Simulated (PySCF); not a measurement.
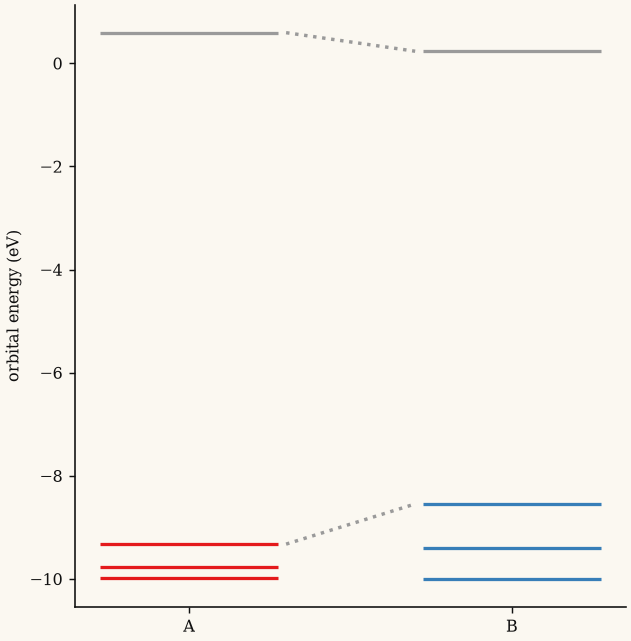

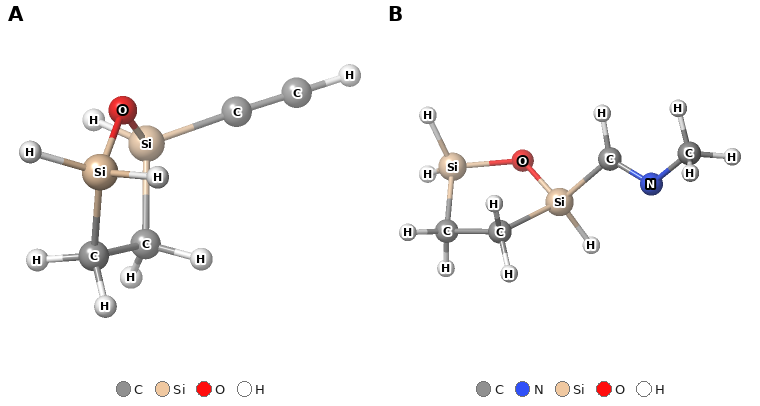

Related molecules: A is C₄H₈OSi₂, SMILES C#C[Si@H]1CC[SiH2]O1; B is C₄H₁₁NOSi₂, SMILES C/N=C/[Si@H]1CC[SiH2]O1. Frontier orbital energies, CAM-B3LYP/def2-SVPD with PySCF 2.14.0, at a PBE0-D3(BJ)/def2-SVP geometry (no frequency check); drawn are at most three filled levels and, in grey, the LUMO with any level within 0.03 eV of it; dotted lines join the HOMOs and the LUMOs.

What does the change do to the frontier levels?

Answer. From A to B the HOMO rises by 0.78 eV and the LUMO falls by 0.36 eV, so the separation goes from 9.92 to 8.78 eV.

Does the ΔSCF ionisation energy follow the HOMO?

Answer. A: −ε(HOMO) 9.33, ΔSCF 10.05 eV; B: −ε(HOMO) 8.55, ΔSCF 9.25 eV.

Caveats, for all or some of the runs: empty levels above zero depend strongly on the basis; one conformer of a flexible molecule.
